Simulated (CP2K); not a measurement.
# PBE/DZVP-MOLOPT-SR-GTH (core potential) run of F2 (fluorine)

Aim: the vertical ionisation energy of F2 (fluorine) at PBE/DZVP-MOLOPT-SR-GTH (core potential), from 2 runs. 

The calculation is run with CP2K 2026.2.

4 further runs of the same task are left out: 2 that didn't finish, 2 set aside as unsound or not needed.

**1. The structure to begin with**

F2: 2 atoms, total charge 0, spin state singlet. SMILES: `FF`. Geometry: relaxed at PBE0-D4/def2-TZVP.

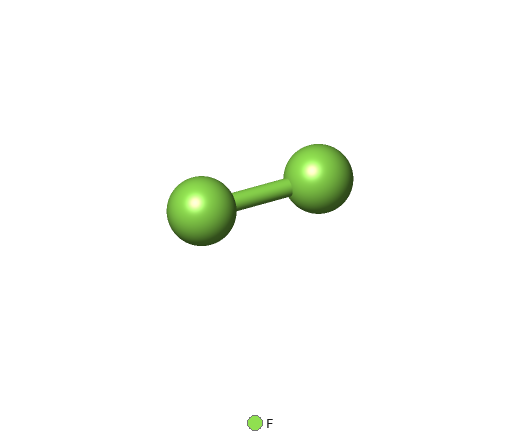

Viewed from a chosen angle; fluorine green.

**2. The energy at PBE/DZVP-MOLOPT-SR-GTH (core potential)**

The input, mol.inp:

```
&FORCE_EVAL
    METHOD QS
    &DFT
        BASIS_SET_FILE_NAME BASIS_MOLOPT
        POTENTIAL_FILE_NAME GTH_POTENTIALS
        CHARGE 0
        MULTIPLICITY 1
        &QS
            METHOD GPW
            EPS_DEFAULT 1.0E-10
        &END QS
        &MGRID
            CUTOFF 400
            REL_CUTOFF 50
            NGRIDS 4
        &END MGRID
        &POISSON
            PERIODIC NONE
            POISSON_SOLVER MULTIPOLE
        &END POISSON
        &SCF
            SCF_GUESS ATOMIC
            EPS_SCF 1.0E-06
            MAX_SCF 80
            ADDED_MOS 5
            &DIAGONALIZATION
                ALGORITHM STANDARD
            &END DIAGONALIZATION
            &MIXING
                METHOD BROYDEN_MIXING
                ALPHA 0.3
                NBUFFER 4
            &END MIXING
        &END SCF
        &XC
            &XC_FUNCTIONAL PBE
            &END XC_FUNCTIONAL
        &END XC
        &PRINT
            &MOMENTS
                PERIODIC F
                REFERENCE COM
                MAX_MOMENT 1
            &END MOMENTS
            &MO ON
                ENERGIES T
                OCCUPATION_NUMBERS T
                NDIGITS 6
                &EACH
                    QS_SCF 0
                &END EACH
                ADD_LAST NUMERIC
            &END MO
            &HIRSHFELD OFF
            &END HIRSHFELD
        &END PRINT
    &END DFT
    &SUBSYS
        &CELL
            ABC [angstrom] 8.2 7.4 7.6
            PERIODIC NONE
        &END CELL
        &COORD
            UNIT bohr
            F     -1.1034111     0.4013778    -0.5574692
            F      1.1034111    -0.4013778     0.5574692
        &END COORD
        &TOPOLOGY
            &CENTER_COORDINATES
            &END CENTER_COORDINATES
        &END TOPOLOGY
        &KIND F
            BASIS_SET DZVP-MOLOPT-SR-GTH-q7
            POTENTIAL GTH-PBE-q7
        &END KIND
    &END SUBSYS
&END FORCE_EVAL

&GLOBAL
    PROJECT_NAME mol
    RUN_TYPE ENERGY
    PRINT_LEVEL MEDIUM
&END GLOBAL
```

Launch:

```
OMP_NUM_THREADS=1 cp2k.psmp mol.inp > mol.out
```

Standard output:

```text
CP2K| version string:                                       CP2K version 2026.2
[...]
 GLOBAL| Method name                                                        CP2K
[...]
 GLOBAL| Run type                                                         ENERGY
[...]
 DFT| Spin restricted Kohn-Sham (RKS) calculation                            RKS
 DFT| Multiplicity                                                             1
[...]
 DFT| Charge                                                                   0
[...]
 FUNCTIONAL| PBE:
 QS| Method:                                                                 GPW
[...]
 QS| Density cutoff [a.u.]:                                                200.0
[...]
 QS| Relative density cutoff [a.u.]:                                        25.0
[...]
                             - Atoms:                                          2
[...]
                             - Spherical basis functions:                     26
[...]
 Number of electrons:                                                         14
[...]
     1 NoMix/Diag. 0.30E+00    1.2     0.66689863       -48.4205980225 -4.84E+01
[...]
    14 Broy./Diag. 0.30E+00    1.5     0.00000066       -48.3243498992 -1.18E-05
  *** SCF run converged in    14 steps ***
[...]
  Overlap energy of the core charge distribution:               0.00000000000000
  Self energy of the core charge distribution:               -128.62486544472569
  Core Hamiltonian energy:                                     35.83866813097319
  Hartree energy:                                              53.64056625753526
  Exchange-correlation energy:                                 -9.17871884301046
  Total energy:                                               -48.32434989922769
[...]
                     Mulliken Population Analysis
 #  Atom  Element  Kind  Atomic population                           Net charge
       1     F        1          7.000000                             -0.000000
       2     F        1          7.000000                              0.000000
 # Total charge                             14.000000                 -0.000000
[...]
  Dipole moment [Debye]
    X=  0.6269145E-11 Y= -0.1032817E-11 Z=  0.1975334E-11  Total=      0.0000000
 ENERGY| Total FORCE_EVAL ( QS ) energy [hartree]            -48.324349899227691
[...]
```

It took 23 s on 1 thread of Intel Xeon at 2.70GHz, shared host; peak memory 0.65 GiB.

**3. The doublet cation, same level**

The input, calc.inp:

```
&GLOBAL
  PROJECT_NAME calc
  RUN_TYPE ENERGY
  PRINT_LEVEL MEDIUM
&END
&FORCE_EVAL
  METHOD QUICKSTEP
  &DFT
    BASIS_SET_FILE_NAME BASIS_MOLOPT
    POTENTIAL_FILE_NAME GTH_POTENTIALS
    CHARGE 1
    MULTIPLICITY 2
    UKS T
    &QS
      METHOD GPW
      EPS_DEFAULT 1.0E-10
    &END
    &MGRID
      CUTOFF 400
      REL_CUTOFF 50
      NGRIDS 4
    &END
    &POISSON
      PERIODIC NONE
      POISSON_SOLVER MULTIPOLE
    &END
    &SCF
      SCF_GUESS ATOMIC
      EPS_SCF 1.0E-06
      MAX_SCF 40
      &OT
        MINIMIZER CG
        PRECONDITIONER FULL_SINGLE_INVERSE
        LINESEARCH 3PNT
      &END
      &OUTER_SCF
        EPS_SCF 1.0E-06
        MAX_SCF 10
      &END
    &END
    &XC
      &XC_FUNCTIONAL PBE
      &END
    &END
    &PRINT
      &MOMENTS
        PERIODIC F
        REFERENCE COM
        MAX_MOMENT 1
      &END
      &MO_CUBES
        NLUMO 1
        NHOMO -1
        WRITE_CUBE F
      &END
      &HIRSHFELD OFF
      &END
    &END
  &END
  &SUBSYS
    &CELL
      ABC 8.2 7.4 7.6
      PERIODIC NONE
    &END
    &COORD
      F     -0.583900     0.212400    -0.295000
      F      0.583900    -0.212400     0.295000
    &END
    &TOPOLOGY
      &CENTER_COORDINATES
      &END
    &END
    &KIND F
      BASIS_SET DZVP-MOLOPT-SR-GTH-q7
      POTENTIAL GTH-PBE-q7
    &END
  &END
&END
```

Launch:

```
OMP_NUM_THREADS=1 cp2k.psmp -i calc.inp > calc.out 2>&1
```

Standard output:

```text
CP2K| version string:                                       CP2K version 2026.2
[...]
 GLOBAL| Method name                                                        CP2K
[...]
 GLOBAL| Run type                                                         ENERGY
[...]
 DFT| Spin unrestricted (spin-polarized) Kohn-Sham calculation               UKS
 DFT| Multiplicity                                                             2
[...]
 DFT| Charge                                                                   1
[...]
 FUNCTIONAL| PBE:
 QS| Method:                                                                 GPW
[...]
 QS| Density cutoff [a.u.]:                                                200.0
[...]
 QS| Relative density cutoff [a.u.]:                                        25.0
[...]
                             - Atoms:                                          2
[...]
                             - Spherical basis functions:                     26
[...]
 Number of electrons:                                                          7
[...]
     1 OT CG       0.64E-01    1.9     0.16608990       -46.9955484996 -4.70E+01
[...]
    21 OT CG       0.76E-01    1.5     0.00000058       -47.7663146302 -3.25E-11
  *** SCF run converged in    21 steps ***
[...]
  Overlap energy of the core charge distribution:               0.00000000000000
  Self energy of the core charge distribution:               -128.62486544472569
  Core Hamiltonian energy:                                     34.78293348978590
  Hartree energy:                                              54.74322202437497
  Exchange-correlation energy:                                 -8.66760469962453
  Total energy:                                               -47.76631463018934
[...]
                     Mulliken Population Analysis
 #  Atom  Element  Kind  Atomic population (alpha,beta) Net charge  Spin moment
       1     F        1         3.500001     2.999998     0.500000     0.500003
       2     F        1         3.499999     3.000002     0.500000     0.499997
 # Total charge and spin        7.000000     6.000000     1.000000     1.000000
[...]
  Dipole moment [Debye]
    X=  0.6994447E-06 Y=  0.1119970E-05 Z=  0.4593806E-06  Total=      0.0000014
[...]
 HOMO - LUMO gap [eV] :    0.529296
 ENERGY| Total FORCE_EVAL ( QS ) energy [hartree]            -47.766314630189342
[...]
```

It took 6.4 min on 1 thread of Intel Xeon at 2.70GHz, shared host; peak memory 0.58 GiB.

**4. Outcome**

At PBE/DZVP-MOLOPT-SR-GTH (core potential):

```
                                          quantity         value
                          singlet F2: total energy  -48.32435 Eh
                         singlet F2: dipole moment        0.00 D
                           singlet F2: HOMO energy      -9.20 eV
                           singlet F2: LUMO energy      -5.03 eV
                         singlet F2: HOMO–LUMO gap       4.17 eV
                      doublet cation: total energy  -47.76631 Eh
doublet cation: HOMO energy (highest over α and β)     -21.76 eV
 doublet cation: LUMO energy (lowest over α and β)     -21.24 eV
                              doublet cation: ⟨S²⟩         0.752
vertical ionisation energy (to the doublet cation)     15.185 eV
```

What this shows: Removing an electron at fixed nuclei costs 15.18 eV (350 kcal/mol). −ε(HOMO) before ionisation, 9.20 eV, is 5.98 eV below this ionisation energy.
